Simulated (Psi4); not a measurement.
**Single-point calculation, with input and output: C$_{2}$H$_{3}$Ge (part 1 of 2)**

System: C$_{2}$H$_{3}$Ge, multiplicity 2.
Method: TPSSh/def2-SVP, UKS, dispersion D3(BJ) (Psi4 1.11).

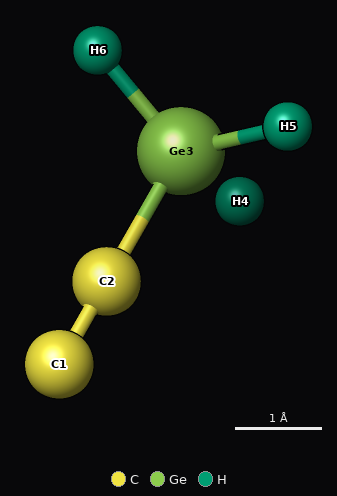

The input geometry (ball-and-stick view, seen at a tilt; atoms are numbered from 1 in the order of the input). Sticks mark near contacts. Bond lengths as drawn: C–C 1.21 Å, C–Ge 1.90 Å and Ge–H 1.53 Å.

The input (input.in):
```
memory 1.6 GB

molecule molecule1 {
  0 2
  C      2.053288    -1.602353     1.733741
  C      1.545088    -0.648053     1.188141
  Ge     0.746088     0.852447     0.328841
  H     -1.482100    -0.028100    -1.035900
  H      1.773988     1.451047    -0.636359
  H      0.357288     1.867747     1.407941
  symmetry c1
}

set {
  reference uks
}

set reference uhf
set stability_analysis follow
set max_attempts 5
energy("scf/def2-SVP")
set reference uks
set stability_analysis none
set guess read
set guess_mix false

e_tot, wfn = energy("tpssh-d3(bj)/def2-SVP", return_wfn=True)
```

Hardware: 1 thread of Intel Xeon (Granite Rapids), 32 GiB of memory available, shared host.

Command:
```bash
psi4 input.in input.out -n 1
```

The program's output:
```
Psi4 1.11 release

   => Loading Basis Set <=

    Name: DEF2-SVP
    Role: ORBITAL
    Keyword: BASIS

         ---------------------------------------------------------
                                   SCF
                              UHF Reference
                        1 Threads,   1525 MiB Core
         ---------------------------------------------------------

  ==> Geometry <==

    Molecular point group: c1
    Full point group: C1

    Geometry (in Angstrom), charge = 0, multiplicity = 2:

       Center              X                  Y                   Z               Mass
    ------------   -----------------  -----------------  -----------------  -----------------
         C            1.072686564518    -1.991927453843     1.148226957938    12.000000000000
         C            0.564486564518    -1.037627453843     0.602626957938    12.000000000000
         GE          -0.234513435482     0.462872546157    -0.256673042062    73.921177761000
         H           -2.462701435482    -0.417674453843    -1.621414042062     1.007825032230
         H            0.793386564518     1.061472546157    -1.221873042062     1.007825032230
         H           -0.623313435482     1.478172546157     0.822426957938     1.007825032230

  Running in c1 symmetry.

  Rotational constants: A =      1.51323  B =      0.12901  C =      0.12450 [cm^-1]
  Rotational constants: A =  45365.48190  B =   3867.61669  C =   3732.49120 [MHz]
  Nuclear repulsion =  135.847840790143692

  Charge       = 0
  Multiplicity = 2
  Electrons    = 47
  Nalpha       = 24
  Nbeta        = 23

  ==> Algorithm <==

  SCF Algorithm Type is DF.
  DIIS enabled.
  MOM disabled.
  Fractional occupation disabled.
  Guess Type is SAD.
  Energy threshold   = 1.00e-06
  Density threshold  = 1.00e-06
  Integral threshold = 1.00e-12

  ==> Primary Basis <==

  Basis Set: DEF2-SVP
    Blend: DEF2-SVP
    Number of shells: 33
    Number of basis functions: 75
    Number of Cartesian functions: 80
    Spherical Harmonics?: true
    Max angular momentum: 2

   => Loading Basis Set <=

    Name: (DEF2-SVP AUX)
    Role: JKFIT
    Keyword: DF_BASIS_SCF

  ==> Integral Setup <==

  DFHelper Memory: AOs need 0.023 GiB; user supplied 1.118 GiB.
  SCF_SUBTYPE=INCORE selected. In-core MEM_DF algorithm will be used.
  Using in-core AOs.

  ==> MemDFJK: Density-Fitted J/K Matrices <==

    J tasked:                   Yes
    K tasked:                   Yes
    wK tasked:                   No
    Memory [MiB]:              1144
    Algorithm:                 Core
    Schwarz Cutoff:           1E-12
    Mask sparsity (%):       1.2444
    Fitting Condition:        1E-10

   => Auxiliary Basis Set <=

  Basis Set: (DEF2-SVP AUX)
    Blend: DEF2-UNIVERSAL-JKFIT
    Number of shells: 128
    Number of basis functions: 470
    Number of Cartesian functions: 609
    Spherical Harmonics?: true
    Max angular momentum: 5

  Minimum eigenvalue in the overlap matrix is 1.6704628440E-03.
  Reciprocal condition number of the overlap matrix is 4.0331765844E-04.
    Using symmetric orthogonalization.

  ==> Pre-Iterations <==

  SCF Guess: Superposition of Atomic Densities via on-the-fly atomic UHF (no occupation information).

   -------------------------
    Irrep   Nso     Nmo
   -------------------------
     A         75      75
   -------------------------
    Total      75      75
   -------------------------

  ==> Iterations <==

                           Total Energy        Delta E     RMS |[F,P]|

   @DF-UHF iter SAD: -2147.38001146697843   -2.14738e+03   0.00000e+00
   @DF-UHF iter   1: -2150.81138979879552   -3.43138e+00   2.87084e-02 ADIIS/DIIS
   @DF-UHF iter   2: -2151.43063781756791   -6.19248e-01   2.61428e-02 ADIIS/DIIS
   @DF-UHF iter   3: -2152.20966741216898   -7.79030e-01   1.72837e-03 ADIIS/DIIS
   @DF-UHF iter   4: -2152.21969749714935   -1.00301e-02   7.25663e-04 ADIIS/DIIS
   @DF-UHF iter   5: -2152.22238200018819   -2.68450e-03   3.92726e-04 ADIIS/DIIS
   @DF-UHF iter   6: -2152.22397393784468   -1.59194e-03   3.10929e-04 ADIIS/DIIS
   @DF-UHF iter   7: -2152.22588877050930   -1.91483e-03   3.01216e-04 ADIIS/DIIS
   @DF-UHF iter   8: -2152.22845410911759   -2.56534e-03   3.07484e-04 ADIIS/DIIS
   @DF-UHF iter   9: -2152.22828827454578    1.65835e-04   2.90178e-04 ADIIS/DIIS
   @DF-UHF iter  10: -2152.23188273493815   -3.59446e-03   7.77251e-05 DIIS
   @DF-UHF iter  11: -2152.23191670295137   -3.39680e-05   4.76830e-05 DIIS
   @DF-UHF iter  12: -2152.23197097330149   -5.42704e-05   3.17409e-05 DIIS
   @DF-UHF iter  13: -2152.23199013121894   -1.91579e-05   1.82986e-05 DIIS
   @DF-UHF iter  14: -2152.23200241252107   -1.22813e-05   6.08980e-06 DIIS
   @DF-UHF iter  15: -2152.23200308860396   -6.76083e-07   3.57223e-06 DIIS
   @DF-UHF iter  16: -2152.23200341604888   -3.27445e-07   1.46397e-06 DIIS
   @DF-UHF iter  17: -2152.23200348032606   -6.42772e-08   3.98419e-07 DIIS
  Energy and wave function converged.

    Negative totally symmetric eigenvalue detected: -0.126854
    Wavefunction unstable!
    Lowest UHF->UHF stability eigenvalues:
       A -0.126854

    Rotating orbitals by 0.5 * pi / 2 radians along unstable eigenvector.
    Running SCF again with the rotated orbitals.
   @DF-UHF iter  18: -2152.09224541359026   -2.15209e+03   3.14081e-03 ADIIS/DIIS
   @DF-UHF iter  19: -2152.24141676677709   -1.49171e-01   1.48345e-03 ADIIS/DIIS
   @DF-UHF iter  20: -2152.26618239720756   -2.47656e-02   7.42585e-04 ADIIS/DIIS
   @DF-UHF iter  21: -2152.27015038976151   -3.96799e-03   2.12436e-04 ADIIS/DIIS
   @DF-UHF iter  22: -2152.27092921719259   -7.78827e-04   9.40090e-05 DIIS
   @DF-UHF iter  23: -2152.27110236279077   -1.73146e-04   3.42896e-05 DIIS
   @DF-UHF iter  24: -2152.27111796849385   -1.56057e-05   1.61062e-05 DIIS
   @DF-UHF iter  25: -2152.27112035518894   -2.38670e-06   4.55488e-06 DIIS
   @DF-UHF iter  26: -2152.27112068201768   -3.26829e-07   2.35296e-06 DIIS
   @DF-UHF iter  27: -2152.27112079193694   -1.09919e-07   1.43592e-06 DIIS
   @DF-UHF iter  28: -2152.27112084774171   -5.58048e-08   7.10372e-07 DIIS
    Wavefunction stable under totally symmetric rotations.
    Lowest totally symmetric eigenvalue: 0.119020
    Lowest UHF->UHF stability eigenvalues:
       A 0.119020

    Stability analysis over.

  ==> Post-Iterations <==

   @Spin Contamination Metric:   1.220891785E+00
   @S^2 Expected:                7.500000000E-01
   @S^2 Observed:                1.970891785E+00
   @S   Expected:                5.000000000E-01
   @S   Observed:                5.000000000E-01

    Orbital Energies [Eh]
    ---------------------

    Alpha Occupied:

       1A   -405.227961     2A    -52.153801     3A    -46.256752
       4A    -46.254241     5A    -46.253877     6A    -11.301554
       7A    -11.231662     8A     -7.212216     9A     -5.193487
      10A     -5.188176    11A     -5.186369    12A     -1.663602
      13A     -1.661698    14A     -1.660774    15A     -1.657696
      16A     -1.657662    17A     -1.045817    18A     -0.775915
      19A     -0.631944    20A     -0.527285    21A     -0.501788
      22A     -0.464129    23A     -0.447835    24A     -0.348974

    Alpha Virtual:

      25A      0.073769    26A      0.127279    27A      0.138640
      28A      0.185341    29A      0.239391    30A      0.242593
      31A      0.279501    32A      0.422183    33A      0.437225
      34A      0.503796    35A      0.510319    36A      0.538147
      37A      0.580378    38A      0.582154    39A      0.623623
      40A      0.632124    41A      0.683757    42A      0.697285
      43A      0.725911    44A      0.782102    45A      0.818590
      46A      0.925855    47A      0.929450    48A      1.025376
      49A      1.097626    50A      1.186501    51A      1.324736
      52A      1.663799    53A      1.730739    54A      1.731153
      55A      1.747852    56A      1.764662    57A      1.778236
      58A      1.787227    59A      1.818390    60A      1.868799
      61A      1.951601    62A      1.971645    63A      2.132121
      64A      2.134405    65A      2.235318    66A      2.272061
      67A      2.435968    68A      2.787355    69A      2.815871
      70A      2.821575    71A      2.827331    72A      2.838870
      73A      2.933082    74A      3.065215    75A      3.425209

    Beta Occupied:

       1A   -405.225343     2A    -52.152727     3A    -46.253895
       4A    -46.253743     5A    -46.253483     6A    -11.250975
       7A    -11.241957     8A     -7.206845     9A     -5.186407
      10A     -5.185774    11A     -5.182569    12A     -1.661851
      13A     -1.660128    14A     -1.658463    15A     -1.656471
      16A     -1.656068    17A     -1.003549    18A     -0.733756
      19A     -0.551163    20A     -0.500141    21A     -0.488999
      22A     -0.426947    23A     -0.413728

    Beta Virtual:

      24A      0.035389    25A      0.048265    26A      0.166816
      27A      0.173878    28A      0.210550    29A      0.258915
      30A      0.265490    31A      0.279542    32A      0.426715
      33A      0.453995    34A      0.551452    35A      0.566612
      36A      0.593055    37A      0.594806    38A      0.635076
      39A      0.645127    40A      0.652103    41A      0.671539
      42A      0.745581    43A      0.770024    44A      0.771808
      45A      0.807127    46A      0.899947    47A      0.904088
      48A      1.034800    49A      1.103997    50A      1.187550
      51A      1.375804    52A      1.615568    53A      1.620349
      54A      1.680448    55A      1.717440    56A      1.756993
      57A      1.780598    58A      1.797995    59A      1.811588
      60A      1.901439    61A      1.986741    62A      1.987978
      63A      2.138902    64A      2.155063    65A      2.248892
      66A      2.277462    67A      2.483872    68A      2.802742
      69A      2.828550    70A      2.855316    71A      2.860625
      72A      2.862382    73A      2.952290    74A      3.071485
      75A      3.452318

    Final Occupation by Irrep:
              A
    DOCC [    23 ]
    SOCC [     1 ]
    NA   [    24 ]
    NB   [    23 ]

  @DF-UHF Final Energy: -2152.27112084774171

   => Energetics <=

    Nuclear Repulsion Energy =            135.8478407901436924
    One-Electron Energy =               -3267.9277939875191805
    Two-Electron Energy =                 979.8088323496336898
    Total Energy =                      -2152.2711208477417131

  UHF NO Occupations:
  HONO-2 :   22  A 1.8929672
  HONO-1 :   23  A 1.4396140
  HONO-0 :   24  A 1.0000000
  LUNO+0 :   25  A 0.5603860
  LUNO+1 :   26  A 0.1070328
  LUNO+2 :   27  A 0.1055875
  LUNO+3 :   28  A 0.0038436

Computation Completed

Properties will be evaluated at   0.000000,   0.000000,   0.000000 [a0]

Properties computed using the SCF density matrix

 Multipole Moments:

 ------------------------------------------------------------------------------------
     Multipole            Electronic (a.u.)      Nuclear  (a.u.)        Total (a.u.)
 ------------------------------------------------------------------------------------

 L = 1.  Multiply by 2.5417464519 to convert [e a0] to [Debye]
 Dipole X            :         -0.0743250            0.0490961           -0.0252289
 Dipole Y            :          2.5836087           -2.3497560            0.2338527
 Dipole Z            :         -0.5768169            0.5115980           -0.0652189
 Magnitude           :                                                    0.2440842

 ------------------------------------------------------------------------------------

	total time  =          2 seconds =       0.03 minutes

   => Loading Basis Set <=

    Name: DEF2-SVP
    Role: ORBITAL
    Keyword: BASIS

   => TPSSH-D3(BJ): Empirical Dispersion <=

        s6 =       1.000000
        s8 =       2.238200
        a1 =       0.452900
        a2 =       4.655000
```
